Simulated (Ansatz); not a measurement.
# One shape, several levels: AlH (SMILES [AlH])

Wanted: a comparison of 6 runs (UHF/3-21G, B2PLYP/3-21G, UB3LYP/cc-pVTZ, UPBE0/cc-pVTZ, r2SCAN0/cc-pVTZ, RPA@PBE/cc-pVTZ) of AlH. 

The calculation is run with Ansatz 0.2.0.

53 further runs of the same task are left out: 53 set aside as unsound or not needed.

### Step 1. Starting point

AlH: 2 atoms, total charge 0, spin state singlet. SMILES: `[AlH]`. The H2–Al1 distance was set to 3.227 Å, away from the relaxed value.

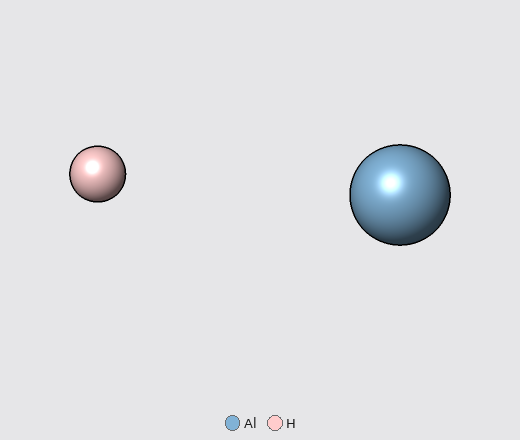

The structure, seen from a chosen angle (aluminium light blue, hydrogen pink).

### Step 2. A single-point energy at UHF/3-21G (run 1)

Contents of job.yaml:

```yaml
crystal:
  periodic: [false, false, false]
  atoms:
    - {symbol: Al, position_ang: [0.000000, 0.000000, -1.613430]}
    - {symbol: H, position_ang: [0.000000, 0.000000, 1.613470]}
basis:
  gaussian:
    orbitals: 3-21G.json
hamiltonian:
  xc: hf
accuracy: high
magnetization:
  spin_polarized: true
  initial_magnetization: 0
```

The basis set 3-21G is read from a file made from the Basis Set Exchange's data (not shown).

The run is started by

```sh
$ ansatz run job.yaml --threads 1 --pin off --max-ram 2610MiB --events-out events.jsonl --progress --plain --runs-dir runs
```

Standard output:

```text
Warning: RAYON_NUM_THREADS=1 ignored (pool sized by the plan → 1); use --threads N
Functional definition: HF
  name "HF"
  exchange = exact_x
  correlation = 0
275 factors; integrals over basis functions are off by at most 5.6e-9 eV
mean field evaluation 1: about -6556.5623 eV, gradient 7.7e0 eV
mean field evaluation 2: about -6556.5626 eV, gradient 7.7e0 eV
mean field evaluation 4: about -6558.2241 eV, gradient 4.0e-1 eV
mean field evaluation 8: about -6558.2264 eV, gradient 3.7e-4 eV
mean field evaluation 16: about -6559.3864 eV, gradient 1.0e-1 eV
mean field evaluation 32: about -6559.3769 eV, gradient 9.7e-7 eV
mean field evaluation 64: about -6547.1093 eV, gradient 9.4e0 eV
mean field evaluation 96: about -6559.3753 eV, gradient 6.9e-1 eV
mean field evaluation 128: about -6558.2264 eV, gradient 3.5e-8 eV
mean field -6559.37694056 eV, -241.0526564604 hartree, gradient 1.9e-8 eV, S^2 0.862507; 6 other end points of the search recorded, 0 dependent functions left out
reference -6559.37694056 eV, -241.0526564604 hartree; 7, 7 occupied and 8, 8 virtual orbitals, 275 factors
Total energy: -6559.37694056 eV, -241.0526564604 hartree
```

Run time: 0.44 s. Hardware: 1 thread of Intel Xeon Platinum 8259CL at 2.50GHz (Skylake/Cascade Lake), shared host.

### Step 3. A single-point energy at B2PLYP/3-21G (run 2)

Contents of run.yaml:

```yaml
crystal:
  periodic: [false, false, false]
  atoms:
    - {symbol: Al, position_ang: [0.000000, 0.000000, -1.613430]}
    - {symbol: H, position_ang: [0.000000, 0.000000, 1.613470]}
basis:
  gaussian: {orbitals: 3-21G.json}
hamiltonian: {xc: {name: B2PLYP}}
correlation: {frozen_orbitals: {Al: 5, H: 0}}
accuracy: high
```

The basis set 3-21G is read from a file made from the Basis Set Exchange's data (not shown).

The run is started by

```sh
$ ansatz run run.yaml --threads 1 --pin off --max-ram 2610MiB --events-out events.jsonl --progress --plain --runs-dir runs
```

Standard output, cut to the lines that bear on the results:

```text
Warning: RAYON_NUM_THREADS=1 ignored (pool sized by the plan → 1); use --threads N
Functional definition: B2PLYP
  name "B2PLYP"
[...]
275 factors; integrals over basis functions are off by at most 5.6e-9 eV
[...]
mean field -6568.60208042 eV, -241.3916740971 hartree, gradient 4.2e-8 eV, S^2 0.000000; 0 other end points of the search recorded, 0 dependent functions left out; unrestricted orbitals would lower it
5 core orbitals not correlated: weight in the atoms' cores, before any rotation towards them, 1.000 or more for the frozen orbitals, at most 0.000 for the correlated occupied ones
reference -6568.60209823 eV, -241.3916747514 hartree; 2, 2 occupied and 8, 8 virtual orbitals, 275 factors
second order -1.98169318 eV of doubles, -0.00000000 eV of singles
Total energy: -6569.13715539 eV, -241.4113377394 hartree
```

Run time: 0.93 s. Hardware: 1 thread of Intel Xeon Platinum 8259CL at 2.50GHz (Skylake/Cascade Lake), shared host; peak memory 0.1 GiB.

### Step 4. A single-point energy at UB3LYP/cc-pVTZ (run 3)

Contents of in.yaml:

```yaml
crystal:
  periodic: [false, false, false]
  atoms:
    - {symbol: Al, position_ang: [0.000000, 0.000000, -1.613430]}
    - {symbol: H, position_ang: [0.000000, 0.000000, 1.613470]}
basis:
  gaussian:
    orbitals: cc-pVTZ
magnetization:
  spin_polarized: true
hamiltonian:
  xc: {name: B3LYP}
accuracy: high
```

The run is started by

```sh
$ ansatz run in.yaml --threads 1 --pin off --max-ram 2610MiB --events-out events.jsonl --progress --plain --runs-dir runs
```

Standard output:

```text
Warning: RAYON_NUM_THREADS=1 ignored (pool sized by the plan → 1); use --threads N
Functional definition: B3LYP
  name "B3LYP"
  parameter a0 = 0.2
  parameter ax = 0.72
  parameter ac = 0.81
  exchange = (1 - a0 - ax)*slater_x + ax*b88_x + a0*exact_x
  correlation = (1 - ac)*vwn_rpa_c + ac*lyp_c
575 factors; integrals over basis functions are off by at most 2.9e-9 eV
mean field evaluation 1: about -6607.3344 eV, gradient 1.2e1 eV
mean field evaluation 2: about -6595.3116 eV, gradient 1.5e1 eV
mean field evaluation 4: about -6609.7319 eV, gradient 3.9e0 eV
mean field evaluation 8: about -6610.0609 eV, gradient 1.6e-1 eV
mean field evaluation 16: about -6610.0613 eV, gradient 1.0e-6 eV
mean field evaluation 32: about -6610.1391 eV, gradient 1.8e-8 eV
mean field evaluation 64: about -6610.0734 eV, gradient 1.1e0 eV
mean field -6610.13907251 eV, -242.9181304015 hartree, gradient 1.2e-8 eV, S^2 0.369719; 8 other end points of the search recorded, 0 dependent functions left out
reference -6610.13910195 eV, -242.9181314833 hartree; 7, 7 occupied and 41, 41 virtual orbitals, 575 factors
Total energy: -6610.13910195 eV, -242.9181314833 hartree
```

Wall time 7.5 s (1 thread of Intel Xeon Platinum 8259CL at 2.50GHz (Skylake/Cascade Lake), shared host); peak memory 0.13 GiB.

Runs 4 to 5 aren't shown in full; the table further down has their settings and results.

### Step 5. A single-point energy at RPA@PBE/cc-pVTZ (run 6)

Contents of job.yaml:

```yaml
crystal:
  periodic: [false, false, false]
  atoms:
    - symbol: Al
      position_ang: [0.000000, 0.000000, -1.613430]
    - symbol: H
      position_ang: [0.000000, 0.000000, 1.613470]
basis:
  gaussian:
    orbitals: cc-pVTZ
hamiltonian:
  xc: {name: PBE}
correlation:
  method: rpa
  frozen_orbitals: {Al: 5, H: 0}
accuracy: high
```

The run is started by

```sh
$ ansatz run job.yaml --threads 1 --pin off --max-ram 2610MiB --events-out events.jsonl --progress --plain --runs-dir runs
```

Standard output, cut to the lines that bear on the results:

```text
Warning: RAYON_NUM_THREADS=1 ignored (pool sized by the plan → 1); use --threads N
Functional definition: PBE
  name "PBE"
[...]
575 factors; integrals over basis functions are off by at most 2.9e-9 eV
[...]
mean field -6605.63958712 eV, -242.7527773632 hartree, gradient 1.4e-8 eV, S^2 0.000000; 0 other end points of the search recorded, 0 dependent functions left out; unrestricted orbitals would lower it
unrestricted determinant -6595.61768940 eV, -242.3844794154 hartree, S^2 0.8605
5 core orbitals not correlated: weight in the atoms' cores, before any rotation towards them, 1.000 or more for the frozen orbitals, at most 0.000 for the correlated occupied ones
reference -6594.37619897 eV, -242.3388554835 hartree; 2, 2 occupied and 41, 41 virtual orbitals, 575 factors
Total energy: -6599.16682162 eV, -242.5149076184 hartree
```

Run time: 1.8 s. Hardware: 1 thread of Intel Xeon Platinum 8259CL at 2.50GHz (Skylake/Cascade Lake), shared host; peak memory 0.13 GiB.

### Step 6. All runs side by side

```
run            level  frozen core orbitals  energy (Eh)  wall time
  1        UHF/3-21G                     –  -241.052656     0.44 s
  2     B2PLYP/3-21G                     5  -241.411338     0.93 s
  3   UB3LYP/cc-pVTZ                     –  -242.918131      7.5 s
  4    UPBE0/cc-pVTZ                     –  -242.771740      4.2 s
  5  r2SCAN0/cc-pVTZ                     –  -242.842710      2.2 s
  6  RPA@PBE/cc-pVTZ                     5  -242.514908      1.8 s
```

### Step 7. What came out

| quantity | value |
| --- | --- |
| run 6: total energy | -242.51491 Eh |
| run 6: RPA correlation energy (valence) | -176.1 mEh |

**Reading.** Totals of different functionals can't be ranked against each other. In runs 2, 6 the log says that unrestricted orbitals would lower the reference, so the values rest on an unstable closed-shell determinant (other closed-shell runs at this shape may share the fault). Spin contamination of the reference: run 1 ⟨S²⟩ = 0.86, run 4 ⟨S²⟩ = 0.49, run 3 ⟨S²⟩ = 0.37. Where it is this large, the reference is a mixture of spin states, and values that rest on it are in doubt. All runs together took 17 s, the longest 7.5 s.
